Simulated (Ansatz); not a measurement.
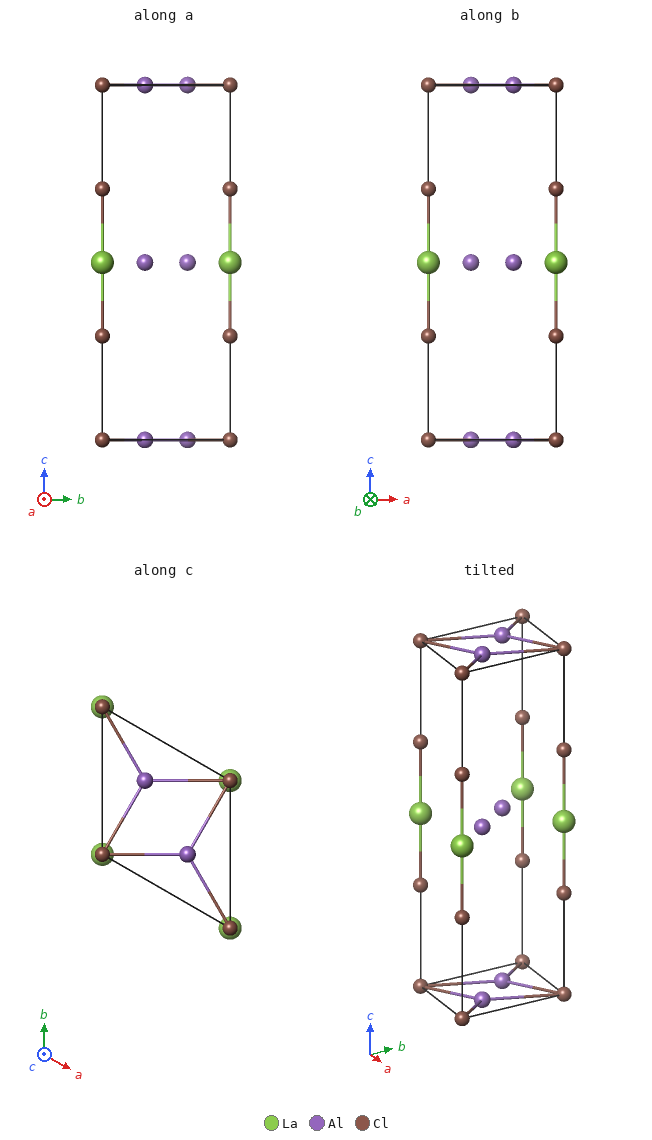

An orthographic ball-and-stick view of the structure, along the a axis, along the b axis, along the c axis and slightly off an axis. The parallelepiped is the conventional unit cell.

Lattice parameters: a = 5.3325 Å, b = 5.3325 Å, c = 12.8260 Å, α = 90.000°, β = 90.000°, γ = 120.000°.

**Give the atomic positions as a CIF with its space group and independent sites, with free fractional coordinates to two decimals.**

```cif
data_structure
_symmetry_space_group_name_H-M 'P 6/m m m'
_symmetry_Int_Tables_number 191
_cell_length_a 5.3325
_cell_length_b 5.3325
_cell_length_c 12.8260
_cell_angle_alpha 90.000
_cell_angle_beta 90.000
_cell_angle_gamma 120.000
_cell_volume 315.85
loop_
_atom_site_label
_atom_site_type_symbol
_atom_site_symmetry_multiplicity
_atom_site_Wyckoff_symbol
_atom_site_fract_x
_atom_site_fract_y
_atom_site_fract_z
_atom_site_occupancy
La1 La 1 b 0.00 0.00 0.50 1
Al1 Al 2 c 0.3333 0.6667 0.00 1
Al2 Al 2 d 0.3333 0.6667 0.50 1
Cl1 Cl 1 a 0.00 0.00 0.00 1
Cl2 Cl 2 e 0.00 0.00 0.29 1
```

The model was built from a random cell made by a generator, so it need not be a real form of the compound. This is the structure after a relaxation with DFT PBE, scalar-relativistic, plane waves, PAW (Ansatz).
